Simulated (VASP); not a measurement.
Band structure of BeS (relaxed from the zinc blende structure, space group F-43m). Level of theory: PBEsol GGA, VASP's PBE PAW potentials (set 64) (plane waves; VASP).

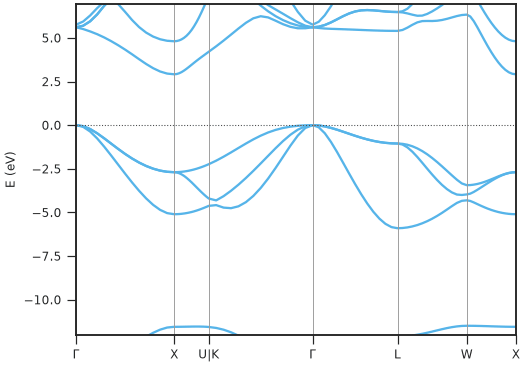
Figure: Bands along high-symmetry lines, zero at the valence-band maximum or, without a gap, the Fermi level

Q: Read the plot: is there a gap, and where are the band edges?

A: The gap is indirect, 2.91 eV, from the valence maximum at Γ to the conduction minimum at X. (Edges off the drawn lines would not show.)

The structure was generated: BeS was put into the zinc blende type (F-43m), which need not be its known phase. It was relaxed first, which changed the volume by +13 %.
